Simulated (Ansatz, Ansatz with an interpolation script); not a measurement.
# Settings in Wannier-interpolated G0W0: Cs2LiYCl6 (Fm-3m)

How do the Wannier model and the GW settings move the interpolated bands of Cs2LiYCl6 (Fm-3m)?

Main program and level: Ansatz 0.2.0; maximally localised Wannier functions, LDA, plane waves, PAW; PAW set soft_1.

## Step 1: The starting structure

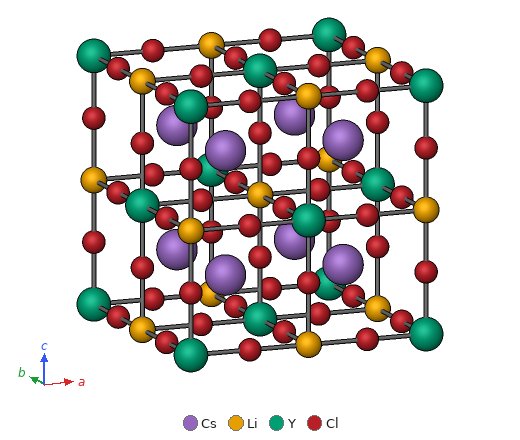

The cell as given, slightly off an axis (caesium purple, lithium orange, yttrium teal, chlorine red). This picture shows the conventional cell, with its axes. Some periodic images of atoms are drawn too.

The cell and positions come from the Crystallography Open Database and are kept as given unless a step says otherwise. Spin-orbit coupling is left out unless a step names it.

## Step 2: Wannier model on 4×4×4

Localised functions give a small Hamiltonian that interpolates between mesh points at no cost.

Contents of input.yaml:

```yaml
crystal:
  lattice:
    - [0.0, 5.24285, 5.24285]
    - [5.24285, 0.0, 5.24285]
    - [5.24285, 5.24285, 0.0]
  atoms:
    - { symbol: Cs, position: [0.25, 0.25, 0.25] }
    - { symbol: Cs, position: [0.75, 0.75, 0.75] }
    - { symbol: Li, position: [0.5, 0.5, 0.5] }
    - { symbol: "Y", position: [0.0, 0.0, 0.0] }
    - { symbol: Cl, position: [0.74954, 0.25046, 0.25046] }
    - { symbol: Cl, position: [0.25046, 0.74954, 0.25046] }
    - { symbol: Cl, position: [0.25046, 0.74954, 0.74954] }
    - { symbol: Cl, position: [0.74954, 0.25046, 0.74954] }
    - { symbol: Cl, position: [0.25046, 0.25046, 0.74954] }
    - { symbol: Cl, position: [0.74954, 0.74954, 0.25046] }
kpoints:
  mp_grid: { grid: [2, 2, 2] }
hamiltonian:
  xc: lda
  pseudopotentials: { kind: paw, azcp: { folder: soft_1 }, xc_functional: pbe }
scf:
  occupations: { method: fixed }
  n_extra_bands: 153
output:
  wannier:
    kmesh: [4, 4, 4]
    projections:
      - { species: Cl, l: p, shell: 3 }
      - { species: Cs, l: s, shell: 6 }
      - { species: "Y", l: d, shell: 4 }
    minimise: true
    write_hr: true
    seedname: w
    conv_tol: 1.0e-06
    max_iter: 20000
    stability_check: false
    disentanglement:
      window: [-0.92, 14.09]
      frozen_window: [-0.92, 8.28]
      conv_tol: 1.0e-08
```

Launch:

```
$ ansatz run input.yaml --threads 2 --pin off --max-ram 92160MiB --backend cuda --events-out ev --progress --plain --runs-dir out --devices 1 --max-vram 13GiB
```

Numbers of over 12 decimals in the logs are rounded to 6 here.

Log:

```text
scf.n_extra_bands = 153 over 37 filled bands (N_el = 74.0): the run solves 190 bands
GPUs: using 1 of 1 available (devices: 1).
Engine: ansatz 0.2.0, x86_64-unknown-linux-gnu
Pseudopotentials: kind: paw
Pseudopotential: Cs, paw, valence charge 9, recommended cutoff 420 eV (normal), soft_1/Cs.paw.azcp
Pseudopotential: Li, paw, valence charge 3, recommended cutoff 420 eV (normal), soft_1/Li.paw.azcp
Pseudopotential: Y, paw, valence charge 11, recommended cutoff 420 eV (normal), soft_1/Y.paw.azcp
Pseudopotential: Cl, paw, valence charge 7, recommended cutoff 420 eV (normal), soft_1/Cl.paw.azcp
Functional definition: SPW92
  exchange = slater_x
  correlation = pw_c
device memory: the entry about to start is reckoned to put 3.9 GiB on a device that reports 38.5 GiB free (of which the cap on the GPU budget leaves the run 13.0 GiB)
GPU FFT provider: cuFFT
GPU libraries: cuBLAS 13.8.2, cuFFT 12.4.0, cuSOLVER 12.3.4
Crystal: 10 atoms, lattice volume = 288.225 Å³
Basis set: ecut = 420 eV, 5673 PW (Γ)
Bands: 190, of which v1, the nominal top of the filled ones, is band 37 counted from 1 (36 counted from 0)
Symmetry: 48 space group operations
Space group: Fm-3m (ITA 225), of the structure as read, at distance tolerance 6.6e-5 Å
k-points: 3 of 8
Non-local potential: Cs, projectors of the file, l = 0: 3, l = 1: 2, l = 2: 2, l = 3: 2
Non-local potential: Li, projectors of the file, l = 0: 3, l = 1: 2, l = 2: 1
Non-local potential: Y, projectors of the file, l = 0: 3, l = 1: 2, l = 2: 2, l = 3: 1
Non-local potential: Cl, projectors of the file, l = 0: 2, l = 1: 2, l = 2: 1
PAW form: soft (Blöchl's): semilocal exchange-correlation on the pseudo side does not see the compensation charge
PAW frozen core: Cs, regenerated for the run's functional, and the local potential with it (the file was generated under x = pbe(κ = 0.804, μ = 0.219515), c = pbe(β = 0.066725))
PAW frozen core: Y, regenerated for the run's functional, and the local potential with it (the file was generated under x = pbe(κ = 0.804, μ = 0.219515), c = pbe(β = 0.066725))
PAW frozen core: Cl, regenerated for the run's functional, and the local potential with it (the file was generated under x = pbe(κ = 0.804, μ = 0.219515), c = pbe(β = 0.066725))
PAW one-centre angular grid: Cs, 194 points (default); XC on 64 Gauss nodes
PAW one-centre angular grid: Li, 110 points (default); XC on 64 Gauss nodes
PAW one-centre angular grid: Y, 590 points (default); XC on 64 Gauss nodes
PAW one-centre angular grid: Cl, 110 points (default); XC on 64 Gauss nodes
Initial density: superposition of atomic densities (chi_scale 0.1, normalization cell, long waves kept (reshape's long-wave potential 0.01 eV rms))
Initial wavefunctions: pseudopotential atomic-orbital guess
[...]
SCF iter   3: F=—  HF=-21243.245929 eV  |F-HF|=—  |Δ(HF+E_count)|=   4.95e-1  Δρ=5.57e-3  dr2=1.63e-1  ethr=2.39e-3  ⟨swp⟩=2.0  Hψ=197  notcnv=0  defer=447
SCF iter   4: F=—  HF=-21243.185093 eV  |F-HF|=—  |Δ(HF+E_count)|=   6.08e-2  Δρ=1.96e-3  dr2=1.19e-2  ethr=2.20e-4  ⟨swp⟩=2.0  Hψ=666  notcnv=0  defer=448
SCF iter   5: F=—  HF=-21243.182168 eV  |F-HF|=—  |Δ(HF+E_count)|=   2.93e-3  Δρ=5.66e-4  dr2=8.91e-4  ethr=1.61e-5  ⟨swp⟩=2.7  Hψ=240  notcnv=0  defer=450
SCF iter   6: F=—  HF=-21243.182183 eV  |F-HF|=—  |Δ(HF+E_count)|=   1.54e-5  Δρ=1.22e-4  dr2=1.24e-4  ethr=1.20e-6  ⟨swp⟩=2.0  Hψ=236  notcnv=0  defer=445
SCF iter   7: F=—  HF=-21243.182426 eV  |F-HF|=—  |Δ(HF+E_count)|=   2.42e-4  Δρ=2.94e-5  dr2=2.79e-6  ethr=1.68e-7  ⟨swp⟩=2.3  Hψ=236  notcnv=0  defer=439
SCF iter   8: F=—  HF=-21243.182121 eV  |F-HF|=—  |Δ(HF+E_count)|=   3.05e-4  Δρ=6.08e-6  dr2=2.64e-7  ethr=3.77e-9  ⟨swp⟩=3.7  Hψ=272  notcnv=0  defer=439
SCF iter   9: F=-21243.182121 eV  HF=-21243.182121 eV  |F-HF|=2.88e-9  |Δ(HF+E_count)|=   4.90e-8  Δρ=8.75e-7  dr2=4.94e-9  ethr=1.35e-10  ⟨swp⟩=16.3  Hψ=5769  notcnv=0
SCF 1 converged in 9 iterations: F = -21243.182121 eV  dr2 = 4.94e-9
[...]
device memory: the entry about to start is reckoned to put 4.6 GiB (of the 4.7 GiB reckoned in all, the device holds 0.1 GiB already) on a device that reports 48.0 GiB free (of which the cap on the GPU budget leaves the run 12.9 GiB)
NSCF: frozen V_eff on 3 k-points
[...]
device memory: the entry about to start is reckoned to put 3.2 GiB on a device that reports 48.0 GiB free (of which the cap on the GPU budget leaves the run 13.0 GiB)
NSCF: frozen V_eff on 11 k-points
the Wannier pass solved 11 of the 64 points of its mesh, and has the states at the others by symmetry: states obtained by the crystal's operations at points that were solved too leave a residual of 4.20e-13 eV (read by the count's bands and the next), within 6.67e-6 eV
SCF converged after 9 iterations
Free energy (F): -21243.182121 eV
Harris-Foulkes:  -21243.182121 eV  (|F-HF|=2.88e-9)
Internal energy: -21243.182121 eV  (E = F + TS)
E sigma→0 (E₀):  -21243.182121 eV
Fermi energy:    2.237520 eV
--- Per-component energies (eV) ---
  E_band       = -460.071359
  E_kinetic    = 1536.443279
  E_local      = -2857.307054  (includes V_loc(G=0)·N_el)
  E_nonlocal   = 257.124151
  E_hartree    = 948.104690
  E_xc         = -1181.759856
  E_vxc        = -1191.257408  (∫ρ·V_xc dr)
  E_paw        = -16279.692010  (= ΣΔE_a)
  E_vpaw       = -101.283834  (= ΣTr[D̂ρ^β])
  E_aug_tail   = 0.000923  (compensation charges beyond the density's cutoff)
  E_ewald      = -3668.109900
  E_core_change = 2.013656  (= ΣΔE_core)
  E_smearing   = -0.000000  (= −TS)
  E_closure    = 0.000000  (closes the sum)
  Σ components = -21243.182121   (vs F -21243.182121, Δ=0.00e0)
--- Band table (eV) ---
  k-point 0: bands = [... 33 lower, 2.0200, 2.2375, 2.2375, 2.2375, 6.9829, 6.9829, 6.9829, 7.5640, ... 149 higher]
  k-point 1: bands = [... 33 lower, 1.8777, 1.9392, 1.9584, 1.9584, 7.1830, 7.2748, 7.2748, 9.0405, ... 149 higher]
  k-point 2: bands = [... 33 lower, 1.4972, 1.7876, 1.7876, 2.2194, 7.1118, 7.5838, 7.5838, 8.4146, ... 149 higher]
Wannier search: line search 1 of at most 20000: gauge-dependent spread (as the search counts it) 1.8178137 Å², largest recent change 8.2e-1 Å² against conv_tol 1.0e-6 Å², 0 stops escaped
```

Run time: 18 s. Hardware: 1 × NVIDIA H100 80GB HBM3 (shared by 6 runs) with 2 threads of AMD EPYC 7R13 (Zen 3), shared host; peak memory 1.3 GiB; 21 s of CPU time.

This step gave:

- gauge-invariant spread: 53.10 Å²
- diagonal spread: 0.003630 Å²
- off-diagonal spread: 1.490 Å²
- total spread: 54.59 Å²
- least projectability: 0.5445
- localisation steps: 23
- disentanglement steps: 93
- r.m.s. interpolation error: 0.004123 eV
- r.m.s. error near the gap: 0.004334 eV

Near the gap the model misses directly solved bands by 4.3 meV r.m.s. and by 69 meV at most in the window tested. This tests the starting bands, not the corrections carried with them.

## Step 3: Wannier model on 2×2×2

Changes to input.yaml since step 2:

```diff
@@ -26,3 +26,3 @@
   wannier:
-    kmesh: [4, 4, 4]
+    kmesh: [2, 2, 2]
     projections:
```

Log:

```text
[...]
GPUs: using 1 of 1 available (devices: 1).
[...]
GPU FFT provider: cuFFT
GPU libraries: cuBLAS 13.8.2, cuFFT 12.4.0, cuSOLVER 12.3.4
Crystal: 10 atoms, lattice volume = 288.225 Å³
Basis set: ecut = 420 eV, 5673 PW (Γ)
Bands: 190, of which v1, the nominal top of the filled ones, is band 37 counted from 1 (36 counted from 0)
Symmetry: 48 space group operations
[...]
k-points: 3 of 8
[...]
GPU buffer pool allocated for 125000 grid points (all kernels)
[...]
SCF iter   1: F=—  HF=-21246.522563 eV  |F-HF|=—  |Δ(HF+E_count)|=         —  Δρ=3.96e-2  dr2=1.08e1  ethr=3.10e-3  ⟨swp⟩=4.0  Hψ=2066  notcnv=0  defer=441
[...]
SCF iter   9: F=-21243.182121 eV  HF=-21243.182121 eV  |F-HF|=2.88e-9  |Δ(HF+E_count)|=   4.90e-8  Δρ=8.75e-7  dr2=4.94e-9  ethr=1.35e-10  ⟨swp⟩=16.3  Hψ=5769  notcnv=0
SCF 1 converged in 9 iterations: F = -21243.182121 eV  dr2 = 4.94e-9
[...]
NSCF: frozen V_eff on 3 k-points
[...]
SCF converged after 9 iterations
Free energy (F): -21243.182121 eV
[...]
Internal energy: -21243.182121 eV  (E = F + TS)
E sigma→0 (E₀):  -21243.182121 eV
Fermi energy:    2.237520 eV
[...]
--- Band table (eV) ---
  k-point 0: bands = [... 33 lower, 2.0200, 2.2375, 2.2375, 2.2375, 6.9829, 6.9829, 6.9829, 7.5640, ... 149 higher]
  k-point 1: bands = [... 33 lower, 1.8777, 1.9392, 1.9584, 1.9584, 7.1830, 7.2748, 7.2748, 9.0405, ... 149 higher]
  k-point 2: bands = [... 33 lower, 1.4972, 1.7876, 1.7876, 2.2194, 7.1118, 7.5838, 7.5838, 8.4146, ... 149 higher]
[...]
```

Wall time 10 s (1 × NVIDIA H100 80GB HBM3 (shared by 6 runs) with 2 threads); peak memory 1 GiB; 6.4 s of CPU time.

This step gave:

- gauge-invariant spread: 44.49 Å²
- diagonal spread: 0.002930 Å²
- off-diagonal spread: 1.719 Å²
- total spread: 46.21 Å²
- least projectability: 0.5441
- localisation steps: 13
- disentanglement steps: 29
- r.m.s. interpolation error: 0.01705 eV
- r.m.s. error near the gap: 0.01768 eV

Near the gap the model misses directly solved bands by 17.7 meV r.m.s. and by 313 meV at most in the window tested. This tests the starting bands, not the corrections carried with them.

Frozen up to 6.05 eV; above it the model need not follow the bands. Electronic bands along the path, in eV, zero at the valence-band top; v1 is the highest filled band, c1 the lowest empty one:

```csv
point,v4,v3,v2,v1,c1,c2,c3,c4
Γ,-0.22,0.00,0.00,0.00,4.75,4.75,4.75,5.33
X,-0.74,-0.45,-0.45,-0.02,4.87,5.35,5.35,7.39
U,-0.56,-0.50,-0.41,-0.13,4.97,5.25,5.27,7.43
jump to K,-0.56,-0.50,-0.41,-0.13,4.97,5.25,5.27,7.43
Γ,-0.22,0.00,0.00,0.00,4.75,4.75,4.75,5.33
L,-0.36,-0.30,-0.28,-0.28,4.95,5.04,5.04,7.48
W,-0.69,-0.53,-0.25,-0.25,5.10,5.10,5.34,7.44
X,-0.74,-0.45,-0.45,-0.02,4.87,5.35,5.35,7.39
```

The same for Kohn-Sham, solved directly:

```csv
point,v4,v3,v2,v1,c1,c2,c3,c4
Γ,-0.22,0.00,0.00,0.00,4.75,4.75,4.75,5.33
X,-0.74,-0.45,-0.45,-0.02,4.87,5.35,5.35,6.18
U,-0.57,-0.50,-0.42,-0.13,4.96,5.25,5.28,6.39
K,-0.57,-0.50,-0.42,-0.13,4.96,5.25,5.28,6.39
Γ,-0.22,0.00,0.00,0.00,4.75,4.75,4.75,5.33
L,-0.36,-0.30,-0.28,-0.28,4.95,5.04,5.04,6.80
W,-0.68,-0.55,-0.26,-0.26,5.09,5.09,5.35,6.47
X,-0.74,-0.45,-0.45,-0.02,4.87,5.35,5.35,6.18
```

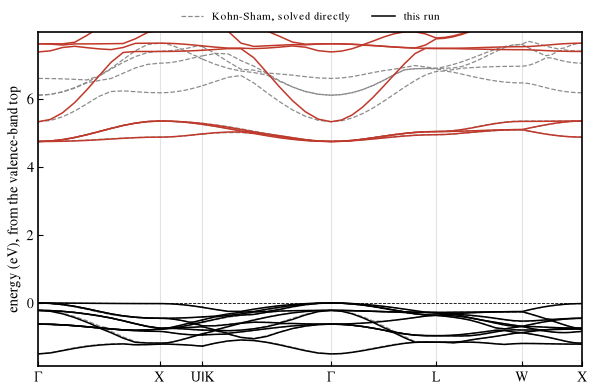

Electronic bands along the path; lines of filled and empty bands in two colours; dashed: Kohn-Sham, solved directly.

## Step 4: A faulty Wannier input

This step: maximally localised Wannier functions, LDA, plane waves, PAW.

Changes to input.yaml since step 3:

```diff
@@ -35,3 +35,3 @@
     conv_tol: 1.0e-06
-    max_iter: 20000
+    max_iter: 3
     stability_check: false
```

Launch:

```
$ ansatz run input.yaml --threads 2 --pin off --max-ram 92160MiB --backend cpu --events-out ev --progress --plain --runs-dir out
```

Log:

```text
Error: invalid value for `output.wannier.max_iter`: must be ≥ 5; got 3
```

Wall time 0.19 s (2 threads); peak memory 0.088 GiB.

The input was rejected at the start.

The program's message: “Error: invalid value for `output.wannier.max_iter`: must be ≥ 5; got 3”

The fault put into this input: too few iterations.

## Step 5: G0W0: 2×2×2 mesh, 755 empty bands, screening to 110 eV, PAW set soft_1 files

G0W0 replaces the xc potential by the self-energy, built once from these orbitals. Only a window of levels is corrected, while the sums run over the empty bands that the input names.

This step: G0W0 on LDA, plane waves, PAW; PAW set soft_1.

input.yaml, the sections that differ from step 4:

```yaml
scf:
  occupations: { method: fixed }
gw:
  n_empty_bands: 755
  ecut_chi: 110.0
  qp_bands: [v18, c4]
  screening: { model: contour_deformation }
# crystal, kpoints, hamiltonian: as in step 4
# output: removed
```

Launch:

```
$ ansatz run input.yaml --threads 2 --pin off --max-ram 92160MiB --backend cuda --events-out ev --progress --plain --runs-dir out --devices 1 --max-vram 13GiB
```

Log:

```text
GPUs: using 1 of 1 available (devices: 1).
[...]
GPU FFT provider: cuFFT
GPU libraries: cuBLAS 13.8.2, cuFFT 12.4.0, cuSOLVER 12.3.4
Crystal: 10 atoms, lattice volume = 288.225 Å³
Basis set: ecut = 420 eV, 5673 PW (Γ)
Bands: 47, of which v1, the nominal top of the filled ones, is band 37 counted from 1 (36 counted from 0)
Symmetry: 48 space group operations
[...]
k-points: 3 of 8
[...]
0    27      0.7411   -19.8803     2.9103   -15.5182  0.7727    -0.7483    -0.7107  root
[...]
2    38      7.1118    -7.7475    -4.5284   -13.7880  0.8097     8.6528     8.6239  root
     2    39      7.5839    -9.0263    -4.6650   -15.2551  0.7991     9.1817     9.1477  root
     2    40      7.5839    -9.0263    -4.6650   -15.2551  0.7991     9.1817     9.1477  root
     2    41      8.4147    -8.4753    -4.2792   -14.2738  0.8177     9.9603     9.9339  root
[key lines of the parts left out:]
SCF converged after 8 iterations
Free energy (F): -21243.182121 eV
Fermi energy:    2.237524 eV
```

Elapsed: 23 s, on 1 × NVIDIA H100 80GB HBM3 (shared by 6 runs) with 2 threads; peak memory 1.7 GiB; 30 s of CPU time.

The G0W0 gap on the mesh is 7.586 eV.

[end of part 1 of 2]

[Paths, hosts, dates, memory and timing lines, banners, echoed tables and standing remarks are left out of the program output.]

[Logs are printed without paths, hosts, clocks, repeated set-up lines and the standing remarks that a program may print on its own settings, such as how far it seeks lower states.]

[Runs of the session that timed out or met a known fault of the program may be left out.]

[Hosts, paths, dates, database ids (printed as entryN), source tags and the programs' standing remarks are cut or masked in the printed files.]
